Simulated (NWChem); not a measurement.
# ZnH2S (SMILES [SH][ZnH]) at TPSSh/def2-SVP

Aim: the electronic atomisation energy of ZnH2S at TPSSh/def2-SVP, from 4 runs. 

The results are computed with NWChem 7.3.0.

## 1. The structure to begin with

The species is ZnH2S (4 atoms), meant as a singlet with charge 0. As SMILES, `[SH][ZnH]`. Geometry: relaxed at PBE0-D4/def2-TZVP.

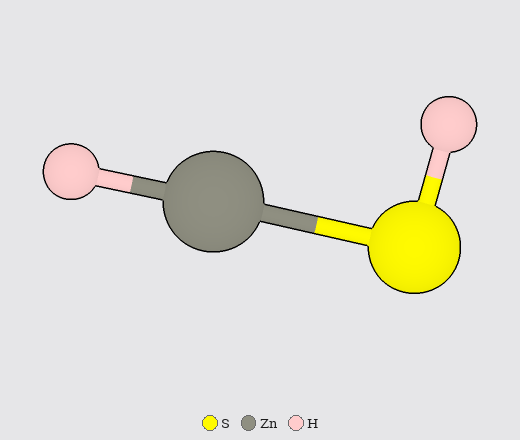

The structure, seen from a chosen angle (sulfur yellow, zinc grey, hydrogen pink).

## 2. The energy at TPSSh/def2-SVP (run 1)

h2szn.nw reads:

```
start h2szn
title "H2SZn"
memory total 2200 mb

geometry units angstroms noautosym nocenter noautoz
  S    -0.078900   -1.468800    0.308900
  Zn   -0.340600    0.563600   -0.412000
  H     1.019100   -1.144800    1.014800
  H    -0.544000    1.989700   -0.932000
end

basis "ao basis" spherical bse
  S library def2-SVP
  Zn library def2-SVP
  H library def2-SVP
end

dft
  xc xctpssh
  grid fine
  convergence energy 1e-08
  maxiter 100
  mulliken
  print low
end

task dft energy
```

Command:

```console
$ nwchem h2szn.nw > h2szn.out
```

The program printed:

```text
[...]
 d= 0,ls=0.0,diis     1  -2178.3951639534 -2.32D+03  1.86D-02  2.03D-01     0.8
[...]
 d= 0,ls=0.0,diis     8  -2178.4318394080  9.45D-10  6.25D-06  1.47D-07     4.4
         Total DFT energy =    -2178.431839407974
      One electron energy =    -3315.880631006021
           Coulomb energy =     1092.925385827042
    Exchange-Corr. energy =      -97.572027918513
 Nuclear repulsion energy =      142.095433689518
[...]
      Total Density - Mulliken Population Analysis
     ---------------------------------------------
    Atom       Charge   Shell Charges
 -----------   ------   -------------------------------------------------------
    1 S   16    16.35   2.00  1.99  1.22  0.66  5.93  1.80  2.72  0.04
    2 Zn  30    29.55   2.00  2.00  2.00  1.01  0.03  6.00  6.00  0.60  7.96  1.96  0.00
    3 H    1     0.93   0.72  0.18  0.03
    4 H    1     1.18   0.69  0.48  0.01
[...]
```

It took 5.1 s on 1 thread of AMD EPYC 9R45 (Zen 5), shared host; peak memory 0.11 GiB.

## 3. The H atom, same level (run 2)

h.nw reads:

```
start h
title "H"
memory total 2200 mb

geometry units angstrom noautosym nocenter noautoz
   H        0.000000       0.000000       0.000000
end

basis spherical bse
   * library def2-SVP
end

dft
   xc xctpssh
   mult 2
   grid fine
   convergence energy 1e-08
   maxiter 100
   mulliken
   noprint "final vectors analysis"
end

task dft energy
```

Command:

```console
$ nwchem h.nw > h.out
```

The program printed:

```text
[...]
          Wavefunction type:  spin polarized.
          No. of atoms     :     1
          No. of electrons :     1
[...]
          Charge           :     0
          Spin multiplicity:     2
[...]
          AO basis - number of functions:     5
[...]
              XC Information
              --------------
                  TPSS hybrid Method XC Functional
                     Hartree-Fock (Exact) Exchange  0.100
                  TPSS metaGGA Exchange Functional  0.900
             TPSS03 metaGGA Correlation Functional  1.000
[...]
 d= 0,ls=0.0,diis     1     -0.4992583145 -4.99D-01  4.95D-04  1.70D-06     0.0
[...]
  Singularity in Pulay matrix. Error and Fock matrices removed.
 d= 0,ls=0.0,diis     3     -0.4992597013 -1.88D-07  3.42D-07  8.07D-13     0.1
[...]
  Singularity in Pulay matrix. Error and Fock matrices removed.
 d= 0,ls=0.0,diis     4     -0.4992597013 -5.84D-13  8.89D-09  5.19D-16     0.1
[...]
         Total DFT energy =       -0.499259701260
      One electron energy =       -0.499277251099
           Coulomb energy =        0.313098754140
    Exchange-Corr. energy =       -0.313081204301
 Nuclear repulsion energy =        0.000000000000
[...]
      Total Density - Mulliken Population Analysis
     ---------------------------------------------
    Atom       Charge   Shell Charges
 -----------   ------   -------------------------------------------------------
    1 H    1     1.00   0.55  0.45  0.00
     --------------------------------------------
      Spin Density - Mulliken Population Analysis
     --------------------------------------------
    Atom       Charge   Shell Charges
 -----------   ------   -------------------------------------------------------
    1 H    1     1.00   0.55  0.45  0.00
[...]
      <S2> =      0.7500 (Exact =     0.7500)
[...]
```

It took 0.58 s on 1 thread of AMD EPYC 9R45 (Zen 5), shared host; peak memory 0.1 GiB.

Run 3 isn't shown in full; the table further down has it.

## 4. The Zn atom at the same level (run 4)

sp.nw reads:

```
start sp
title "Zn"
memory total 2200 mb
charge 0
geometry units angstroms noautosym nocenter noautoz
   Zn     0.000000     0.000000     0.000000
end
basis spherical bse
   * library def2-SVP
end
dft
   xc xctpssh
   grid fine
   convergence energy 1e-08
   iterations 100
   mulliken
   noprint "final vectors analysis"
end
task dft energy
```

Run the same way, it converges to -1779.11410 Eh (log not shown).

## 5. Overview of the runs

```
run            level  partner   energy (Eh)  wall time
  1   TPSSh/def2-SVP     base  -2178.431839      5.1 s
  2  UTPSSh/def2-SVP    atoms     -0.499260     0.58 s
  3  UTPSSh/def2-SVP    atoms   -397.994719      0.9 s
  4   TPSSh/def2-SVP    atoms  -1779.114103      1.7 s
```

## 6. Results

Level: TPSSh/def2-SVP.

| quantity | value |
| --- | --- |
| Zn atom: total energy | -1779.11410 Eh |
| electronic atomisation energy | 8.830 eV |

What this shows: Taking the molecule apart into free atoms costs 8.83 eV (204 kcal/mol), before zero-point energy and without spin-orbit coupling. All runs together took 8.3 s, the longest 5.1 s.
